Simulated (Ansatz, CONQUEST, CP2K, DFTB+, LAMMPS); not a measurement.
# CONQUEST runs on ionic liquid triethylsulfonium TFSI- with water at 300 K (120 atoms)

Aim: run ionic liquid triethylsulfonium TFSI- with water at 300 K (120 atoms) in CONQUEST and see how near its forces come to a plane-wave reference, and at what cost.

Program: CONQUEST 1.3. Level of theory: the method is named at each step. Results are calculated unless marked as measured.

## (1) Starting point

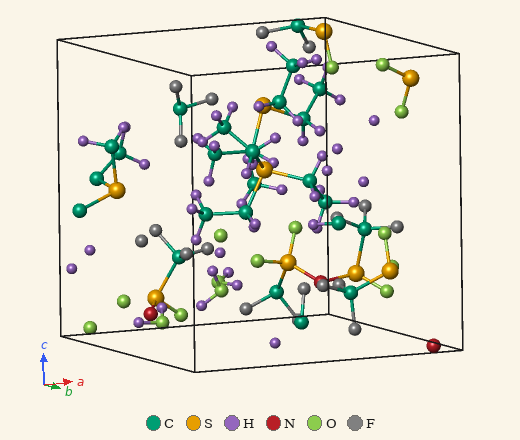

Start, viewed slightly off an axis; carbon teal, sulfur orange, hydrogen purple, nitrogen red, oxygen green, fluorine grey. Bonds to atoms that aren't drawn are left out. Some periodic images of atoms are drawn too.

The cell holds 120 atoms: 24 C, 9 S, 51 H, 3 N, 15 O and 18 F. Cell: a = 11.473 Å, b = 11.473 Å, c = 11.473 Å, α = 90.0°, β = 90.0°, γ = 90.0°. 3 triethylsulfonium, 3 TFSI-, 3 H2O placed at random, at 1.38 g/cm³; overlaps pushed apart, then 10 ps at 700 K with MMFF94 bonds, angles, torsions, charges and radii (Halgren, J. Comput. Chem. 17, 490 (1996)) in harmonic and 12-6 forms; SPC/E water (Berendsen, Grigera and Straatsma, J. Phys. Chem. 91, 6269 (1987)); charges of ions scaled by 0.8. Snapshot after 30 ps at 300 K and fixed volume.

The yardstick, on the same geometry:

| Property | Result |
| --- | --- |
| method | Kohn-Sham DFT, PBE, PAW, plane waves (Ansatz 0.2.0); cutoff 420 eV, Γ point, fermi-dirac smearing of 0.05 eV; PAW set soft_2 |
| r.m.s. force component | 0.9794 eV/Å |
| longest force | 4.39 eV/Å |
| pressure | 1.003 GPa |
| gap (highest filled to lowest empty level) | 2.707 eV |
| SCF cycles | 11 |
| time | 9.8 s on 4 threads of Intel Xeon 6975P-C (Granite Rapids), shared host |
| CPU time | 30 s |

## (2) PBE, grid 120 Ha

Method: Kohn-Sham DFT, PBE, norm-conserving pseudopotentials, pseudo-atomic orbitals (double zeta with polarisation), diagonalisation.

The .ion files beside the input carry potential, basis and functional.

Input file Conquest_input:

```
IO.Title cell
IO.Coordinates coords.dat
IO.FractionalAtomicCoords T
IO.Iprint 1
General.NumberOfSpecies 6
AtomMove.TypeOfRun static
AtomMove.CalcStress T
Grid.GridCutoff 120
DM.SolutionMethod diagon
SC.MaxIters 100
SC.LinearMixingFactor 0.3
minE.SCTolerance 1e-06
Diag.kT 0.001837
Diag.MPMesh T
Diag.GammaCentred T
Diag.MPMeshX 1
Diag.MPMeshY 1
Diag.MPMeshZ 1
%block ChemicalSpeciesLabel
1 12.011 C
2 32.060 S
3 1.008 H
4 14.007 N
5 15.999 O
6 18.998 F
%endblock
```

Input file coords.dat:

```
21.680072 0.000000 0.000000
0.000000 21.680072 0.000000
0.000000 0.000000 21.680072
120
0.54147 0.15384 0.68247 1 T T T
0.62721 0.19548 0.59882 1 T T T
0.59252 0.35109 0.55992 2 T T T
0.74070 0.39097 0.51655 1 T T T
0.73618 0.51439 0.46046 1 T T T
0.53446 0.32363 0.41712 1 T T T
0.41324 0.26697 0.41278 1 T T T
0.55820 0.06403 0.70991 3 T T T
0.54518 0.21166 0.75836 3 T T T
0.45582 0.16293 0.64145 3 T T T
0.62756 0.14437 0.51917 3 T T T
0.70758 0.20328 0.64029 3 T T T
0.78570 0.33665 0.45378 3 T T T
0.78638 0.39539 0.59752 3 T T T
0.82207 0.55490 0.45827 3 T T T
0.70410 0.51322 0.37458 3 T T T
0.68232 0.58137 0.51270 3 T T T
0.59389 0.27371 0.36751 3 T T T
0.52013 0.41243 0.37993 3 T T T
0.36076 0.30127 0.48605 3 T T T
0.41152 0.16715 0.41864 3 T T T
0.36632 0.28670 0.33257 3 T T T
0.54345 0.87134 0.89948 1 T T T
0.51679 0.79795 0.79165 1 T T T
0.43058 0.67077 0.82718 2 T T T
0.39485 0.65740 0.67491 1 T T T
0.30680 0.55478 0.65991 1 T T T
0.54703 0.55932 0.81684 1 T T T
0.60653 0.54579 0.93296 1 T T T
0.45750 0.88982 0.94034 3 T T T
0.59602 0.82636 0.96356 3 T T T
0.57794 0.95200 0.86986 3 T T T
0.48154 0.86372 0.72833 3 T T T
0.59478 0.76406 0.74076 3 T T T
0.35452 0.74017 0.64324 3 T T T
0.47672 0.65001 0.62849 3 T T T
0.23748 0.56788 0.71831 3 T T T
0.27221 0.57617 0.57278 3 T T T
0.34649 0.47140 0.67294 3 T T T
0.51261 0.47430 0.79474 3 T T T
0.60311 0.58295 0.75228 3 T T T
0.54024 0.51911 0.00026 3 T T T
0.67458 0.47940 0.93018 3 T T T
0.65412 0.62556 0.96047 3 T T T
0.24832 0.96470 0.61226 1 T T T
0.16575 0.06594 0.63530 1 T T T
0.14118 0.15044 0.49930 2 T T T
0.02135 0.24078 0.55910 1 T T T
0.06316 0.32838 0.65343 1 T T T
0.05458 0.04332 0.42472 1 T T T
0.98920 0.10429 0.32050 1 T T T
0.22900 0.90705 0.53983 3 T T T
0.24972 0.91610 0.69112 3 T T T
0.33615 0.99372 0.59003 3 T T T
0.18320 0.12063 0.70477 3 T T T
0.08055 0.02402 0.65489 3 T T T
[... 60 atom lines left out ...]
0.35226 0.55302 0.25639 3 T T T
0.25102 0.25767 0.05903 5 T T T
0.19664 0.18968 0.05474 3 T T T
0.22168 0.31466 0.11810 3 T T T
```

Launch:

```console
OMP_NUM_THREADS=1 mpirun -np 4 Conquest > output.txt
```

Numbers of over 12 decimals in the logs are rounded to 6 here.

Conquest_out:

```text
      Simulation cell dimensions:    21.6801 a0 x    21.6801 a0 x    21.6801 a0
        This calculation includes non-local pseudopotentials,
         with a maximum core radius of      6.72726398
    Job title: cell
    Job to be run: static calculation
    Ground state search:
      Support functions represented with PAO basis
      1:1 PAO to SF mapping
      Non-spin-polarised electrons
      Solving for the K matrix using diagonalisation
      Using Fermi-Dirac smearing
    Integration grid size:    108 x  108 x  108
    Integration grid spacing:  0.201 a0 x 0.201 a0 x 0.201 a0
    Number of species:  6
    --------------------------------------------------------
    |   #  mass (au)  Charge (e)  SF Rad (a0)  NSF  Label  |
    --------------------------------------------------------
    |   1     12.011       4.000        6.624   13  C      |
    |   2     32.060       6.000        6.424   13  S      |
    |   3      1.008       1.000        7.026    5  H      |
    |   4     14.007       5.000        5.822   13  N      |
    |   5     15.999       6.000        5.219   13  O      |
    |   6     18.998       7.000        4.818   13  F      |
    --------------------------------------------------------
          SCF tolerance:                 0.00000100
          SCF iterations:               100
    The calculation will be performed on     4 processes
    The calculation will be performed on     1 thread
    Using the default matrix multiplication kernel
    The functional used will be GGA PBE96
    set_atom_dens: In set_atomic_density, electrons :     432.000000000000
    PulayMixSC: Starting Pulay mixing, A_up =  0.300 A_dn =  0.300
    PulayMixSC: Spin non-polarised calculation.
          Harris-Foulkes Energy            :      -997.674771 Ha
    PulayMixSC: Pulay iteration     1 residual:              0.27114E-02
          Harris-Foulkes Energy            :      -995.723085 Ha
    PulayMixSC: Pulay iteration     2 residual:              0.12686E-02
          Harris-Foulkes Energy            :      -995.542697 Ha
    PulayMixSC: Pulay iteration     3 residual:              0.77766E-03
          Harris-Foulkes Energy            :      -995.483615 Ha
    PulayMixSC: Pulay iteration     4 residual:              0.15266E-03
          Harris-Foulkes Energy            :      -995.481640 Ha
    PulayMixSC: Pulay iteration     5 residual:              0.48939E-04
          Harris-Foulkes Energy            :      -995.481225 Ha
    PulayMixSC: Pulay iteration     6 residual:              0.22233E-04
          Harris-Foulkes Energy            :      -995.481153 Ha
    PulayMixSC: Pulay iteration     7 residual:              0.73762E-05
          Harris-Foulkes Energy            :      -995.481148 Ha
    PulayMixSC: Pulay iteration     8 residual:              0.29253E-05
          Harris-Foulkes Energy            :      -995.481147 Ha
    PulayMixSC: Pulay iteration     9 residual:              0.10587E-05
          Harris-Foulkes Energy            :      -995.481147 Ha
    PulayMixSC: Pulay iteration    10 residual:              0.42811E-06
    PulayMixSC: Reached SCF tolerance of  0.42811E-06 after     10 iterations
      | Number of electrons      =       432.000171
      |* Harris-Foulkes energy   =      -995.481147 Ha
      |* DFT total energy        =      -995.481147 Ha
    force: Forces on atoms (Ha/a0)
    force:  Atom   X              Y              Z
    force:     1  -0.0232887996   0.0029247528   0.0148684326
    force:     2  -0.0229977996   0.0213318329  -0.0189545964
    force:     3   0.0232140269  -0.0333172246  -0.0161847774
    force:     4  -0.0200733820   0.0537314295  -0.0164970833
    force:     5  -0.0086220868   0.0121031998   0.0581145420
    force:     6  -0.0526462220   0.0245234278  -0.0045013315
    force:     7   0.0018367912  -0.0273937820   0.0254124682
    force:     8   0.0009132848  -0.0090750027   0.0015765651
    force:     9  -0.0048574480  -0.0001476955   0.0150334825
    force:    10  -0.0149691344  -0.0071558062   0.0033751860
    force:    11   0.0068714279  -0.0036909781  -0.0165508938
    force:    12   0.0521696132   0.0002726130   0.0159937018
    force:    13  -0.0013270237  -0.0246241181  -0.0081019716
    force:    14   0.0172367673  -0.0017079240   0.0266087583
    force:    15   0.0157886561   0.0005089441  -0.0033636732
    force:    16  -0.0144973415  -0.0009737035  -0.0386388306
    force:    17   0.0078112199  -0.0192300737  -0.0093206547
    force:    18   0.0312394672  -0.0153623338  -0.0202177329
    force:    19   0.0080985164  -0.0011800730  -0.0019586384
    force:    20  -0.0071141759   0.0012389131   0.0022915959
    force:    21   0.0079918875   0.0196834183   0.0023893572
    force:    22  -0.0007402014   0.0096389066  -0.0128071628
    force:    23  -0.0302139951  -0.0274636982  -0.0026394172
    force:    24   0.0390088375   0.0258769055   0.0049939827
[...]
force:   113   0.0001840316  -0.0028693204   0.0136889426
    force:   114  -0.0019917456   0.0090472265  -0.0203169268
    force:   115   0.0125403731  -0.0034501536   0.0022412761
    force:   116  -0.0181325015   0.0094527506   0.0055071132
    force:   117   0.0084714039  -0.0109401710  -0.0127884409
    force:   118   0.0064391379  -0.0036084198   0.0039512372
    force:   119   0.0006199163   0.0184768631   0.0048806285
    force:   120  -0.0025205575  -0.0140290109  -0.0140691326
    force: Maximum force :        0.07168204(Ha/a0) on atom        28 in z direction
    force: Force Residual:        0.03432557 Ha/a0
    force: Total stress:         -3.08600003    -1.50588741    -3.07973732 GPa
    force: Average pressure:      2.55720825 GPa
    get_E_and_F: Change in energy during last step of electronic optimisation:  0.14568E-06
```

The job ended after 70 s (4 MPI ranks of Intel Xeon 6975P-C (Granite Rapids), shared host; peak memory 7 GiB).

Banners, paths, timers and routine set-up lines are dropped from the logs unmarked, and long logs keep their key lines alone; longer cuts are marked.

Numbers from this run, and their distance from the reference:

* r.m.s. force component: 1.019 eV/Å
* r.m.s. difference of force components: 299.3 meV/Å
* longest difference of force vectors: 841 meV/Å
* force difference over r.m.s. force: 30.56 %
* slope of forces against the reference's: 0.9946
* correlation of force components: 0.9559
* gap (highest filled to lowest empty level): 2.47 eV
* gap difference: -0.2365 eV
* pressure: 2.557 GPa
* pressure difference: 1.554 GPa

This run lies far from the reference in forces at the same functional.

Length of the force difference by element (eV/Å):

```tsv
element	atoms	mean	most
C	24	0.48	0.68
F	18	0.49	0.59
H	51	0.48	0.77
N	3	0.48	0.51
O	15	0.67	0.84
S	9	0.40	0.61
```

Levels nearest the highest filled one (eV from it): -1.23, -1.22, -0.96, -0.94, -0.88, -0.83, -0.68, -0.53, -0.46, -0.23, -0.13, 0.00, 2.47, 2.57, 2.90, 3.17, 3.29, 3.48, 4.40, 4.77, 4.87, 4.97, 5.00, 5.16.

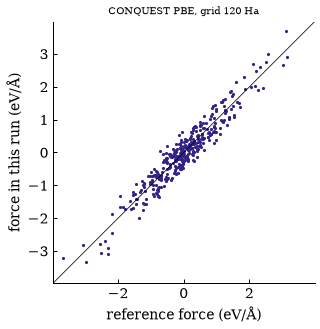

Force components against those of the reference; the line marks equality.

A closer look about C46, which bears the longest force: 13 atoms, nearest first, numbered in the order of the input, with positions taken from that point.

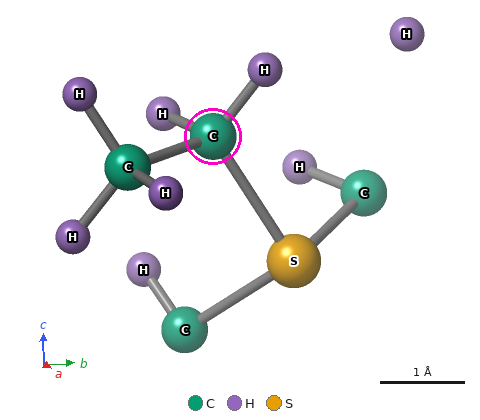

The atoms of the table, within 2.9 Å (arrows a, b, c point along x, y, z); some may hide others; the central atom is ringed.

```tsv
atom	x	y	z	distance (Å)	bonds	Fx	Fy	Fz (eV/Å)
C46	0.00	0.00	0.00	0.00	4	-1.15	-2.79	-3.06
H55	0.20	0.63	0.80	1.03	1	1.04	1.87	2.14
H56	-0.98	-0.48	0.22	1.11	1	-0.25	0.43	0.03
C45	0.95	-1.16	-0.26	1.52	4	0.63	1.54	-0.46
S47	-0.28	0.97	-1.56	1.86	3	-0.69	-0.02	1.42
H53	0.96	-1.72	0.64	2.07	1	0.19	-1.06	1.43
H54	1.95	-0.83	-0.52	2.19	1	0.76	0.26	0.14
H52	0.73	-1.82	-1.10	2.25	1	-0.79	-0.43	-0.51
H62	-1.94	-0.66	-1.72	2.68	1	-1.57	-1.07	1.84
C50	-1.28	-0.26	-2.42	2.74	4	0.75	0.77	-3.32
C48	-1.66	2.01	-0.87	2.74	4	-0.06	1.92	-0.73
H61	-0.64	2.46	1.10	2.77	1	-0.67	0.81	-1.25
H58	-2.49	1.34	-0.59	2.89	1	0.15	-0.25	0.40
```

Forces lie 31 % from the reference's, at 9.3 times its CPU time.

## (3) PBE, grid 40 Ha

Method: Kohn-Sham DFT, PBE, norm-conserving pseudopotentials, pseudo-atomic orbitals (double zeta with polarisation), diagonalisation.

Conquest_input, as its differences from that of step 2:

```diff
@@ -7,3 +7,3 @@
 AtomMove.CalcStress T
-Grid.GridCutoff 120
+Grid.GridCutoff 40
 DM.SolutionMethod diagon
```

coords.dat is that of step 2.

Launch:

```console
OMP_NUM_THREADS=1 mpirun -np 2 Conquest > output.txt
```

Conquest_out:

```text
      Simulation cell dimensions:    21.6801 a0 x    21.6801 a0 x    21.6801 a0
        This calculation includes non-local pseudopotentials,
         with a maximum core radius of      6.72726398
    Job title: cell
    Job to be run: static calculation
    Ground state search:
      Support functions represented with PAO basis
      1:1 PAO to SF mapping
      Non-spin-polarised electrons
[... lines left out ...]
      Using Fermi-Dirac smearing
[... lines left out ...]
    The functional used will be GGA PBE96
[... lines left out ...]
    PulayMixSC: Reached SCF tolerance of  0.41350E-06 after     10 iterations
      | Number of electrons      =       432.000316
      |* Harris-Foulkes energy   =      -995.782518 Ha
      |* DFT total energy        =      -995.782518 Ha
    force: Forces on atoms (Ha/a0)
    force:  Atom   X              Y              Z
    force:     1  -0.0225568205   0.0033913678   0.0155106730
    force:     2  -0.0234260949   0.0212368073  -0.0193203703
    force:     3   0.0230904577  -0.0330734156  -0.0165808479
[...]
force:   119   0.0006165906   0.0146636147   0.0048129405
    force:   120  -0.0053412282  -0.0143366583  -0.0133225495
    force: Maximum force :        0.10044280(Ha/a0) on atom        76 in y direction
    force: Force Residual:        0.05267521 Ha/a0
    force: Total stress:         -4.14150493    -2.49437321    -4.19972230 GPa
    force: Average pressure:      3.61186681 GPa
    get_E_and_F: Change in energy during last step of electronic optimisation:  0.14488E-06
```

The job ended after 65 s (2 MPI ranks; peak memory 2.3 GiB).

Compared with the plane-wave run:

- r.m.s. force component: 1.564 eV/Å
- r.m.s. difference of force components: 1237 meV/Å
- longest difference of force vectors: 7277 meV/Å
- force difference over r.m.s. force: 126.3 %
- slope of forces against the reference's: 0.9766
- correlation of force components: 0.612
- gap (highest filled to lowest empty level): 2.486 eV
- gap difference: -0.2209 eV
- pressure: 3.612 GPa
- pressure difference: 2.609 GPa
- energy less the same-level run's: -68.34 meV/atom
- r.m.s. force difference from the same-level run: 1247 meV/Å

This is a coarse setting, run to see what it loses.

Against the first run (31 %), the force difference from the reference is 126 %, at 0.46 times the CPU time (on 2 against 4 cores): the grid matters here.

The difference per atom is largest on O (5.3 eV/Å on average, against 2.0 on F). The forces add up to 15 eV/Å instead of zero, usually a sign of too coarse a grid.

## (4) Side by side

Differences are against the plane-wave reference, forces as r.m.s. over components; share is that over the reference's r.m.s. force, slope the least-squares factor from reference forces to these. Total energies of different programs have different zeros and aren't compared.

```tsv
run	Δ force, r.m.s. (meV/Å)	share (%)	slope	Δ pressure (GPa)	Δ gap (eV)	cores	CPU time	memory (GiB)
reference	-	-	-	-	-	4	30 s	1.8
CONQUEST PBE, grid 120 Ha	299	30.6	0.995	1.55	-0.236	4	4.7 min	7.0
CONQUEST PBE, grid 40 Ha (coarse)	1237	126	0.977	2.61	-0.221	2	2.2 min	2.3
```

Rows marked coarse were listed beforehand as settings not expected to be converged; some can still land near the reference.

CPU time is summed over cores on a shared host, where runs went side by side, so it is rough. Symmetry, cutoffs, thresholds, outputs and thread counts weren't matched or tuned between programs; memory under MPI is the largest rank's times the ranks.

Within one program, basis, potentials and functional, energies share a zero. Each run against its twin at the usual cutoff or grid and solver:

```tsv
run	twin	Δ energy (meV/atom)	Δ force, r.m.s. (meV/Å)	CPU time over the twin's
CONQUEST PBE, grid 40 Ha	grid 120 Ha	-68.3	1247	0.46 (this twin ran on 4 cores)
```

## (5) Summary of results

| Property | Result |
| --- | --- |
| nearest in forces | CONQUEST PBE, grid 120 Ha, 31 % |
| its CPU time | 4.7 min |

**Reading.** The PBE run in local orbitals, coarse settings apart, differs by 31 % (CONQUEST PBE, grid 120 Ha); basis, grid and potentials can all enter. Runs with settings chosen to be coarse differ by 126 % (CONQUEST PBE, grid 40 Ha), their programs' other errors included. None of the electronic-structure runs in the table takes under half the reference's CPU time of 30 s; they take 4.3 to 9.3 times as much. At the same functional, gaps differ from the reference's 2.71 eV by between -0.24 and -0.22 eV. In pressure, CONQUEST PBE, grid 40 Ha misses by +2.6 GPa, at the same functional. With short bonds to hydrogen, sets of potentials differ among themselves by several per cent in forces even at converged cutoffs, so the reference isn't exact here either. The network of contacts between molecules at the start is that of the classical potential that made the cell, and needn't be the one that DFT or experiment would give. The reference's PBE has no dispersion term, which matters for the binding between molecules or layers. The density was typed from a rule of thumb and may lie off the real one at this temperature. The electronic-structure runs sample only Γ, in a cell whose shortest periodic width is 11 Å.

[Also dropped from logs without a mark: logging warnings of Python, and SIESTA's first energy breakdown and zero terms.]

[Logs are printed without paths, hosts, clocks, repeated set-up lines and the standing remarks that a program may print on its own settings, such as how far it seeks lower states.]

[Hosts, paths, dates, database ids (printed as entryN), source tags and the programs' standing remarks are cut or masked in the printed files.]

[The MMFF94 radii named for the starting cell were scaled by 0.96; in molecules described by MMFF94, hydrogen bound to N, O or S took a small fixed 12-6 site in their place.]
